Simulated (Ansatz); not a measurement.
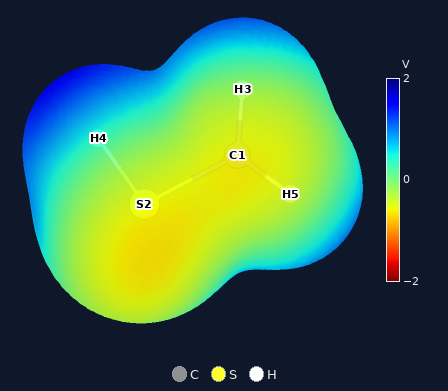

The picture shows: CH$_{3}$S (doublet). The electrostatic potential painted on the density surface at 0.002 e/bohr³, seen at a tilt; red is negative and blue positive.

Geometry: PBE0-D3(BJ)/def2-SVP.

These are results of isolated molecule in a Gaussian basis; Kohn-Sham density functional theory, functional PBE0 in Ansatz 0.2.0, not measurements.

```xyz
5

C     0.1648   -1.1633    0.2055
S    -0.5060   -1.0908   -1.3785
H     1.1021   -0.6677    0.4560
H     0.3079   -0.1399   -1.8842
H    -0.3002   -1.8647    0.8984
```

**Where is the surface potential most negative and most positive?**

The most negative region (about −0.7 V) lies over S2, the most positive (about +1.5 V) over H4.
